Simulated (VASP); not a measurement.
Here is the system:

```
CELL_PARAMETERS angstrom
      1.66486     0.96121     7.13618
     -1.66486     0.96121     7.13618
      0.00000    -1.92241     7.13618
ATOMIC_POSITIONS crystal
  In 0.40170 0.40170 0.40170
  In 0.59830 0.59830 0.59830
  O  0.00000 0.00000 0.00000
  O  0.22820 0.22820 0.22820
  O  0.77180 0.77180 0.77180
```

Method: PBEsol GGA, VASP's PBE PAW potentials (set 64) (plane waves; VASP). Numerical set-up: 520 eV cut-off, 9×9×9 Γ-centred mesh, tetrahedra with Blöchl corrections, potentials In_d O.

Without a dispersion term in the relaxation, distances and binding between the weakly bound layers, chains or molecules are unreliable, and so is what depends on them. Unless said otherwise, spin-orbit coupling is left out, though it shifts the bands of the heavy elements here.

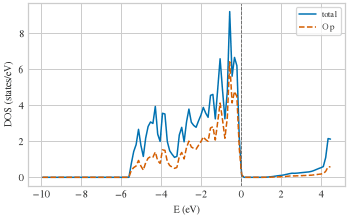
Total and projected density of states, zero at the valence-band maximum

Within 2 eV below the valence-band maximum the largest weight inside VASP's projection spheres is O p.

The gap is direct, 1.03 eV, from the valence maximum at Γ to the conduction minimum at Γ.

The structure was generated: In2O3 was put into the Bi2Te3 type (R-3m), which need not be its known phase. It was relaxed first, which changed the volume by +25 %.
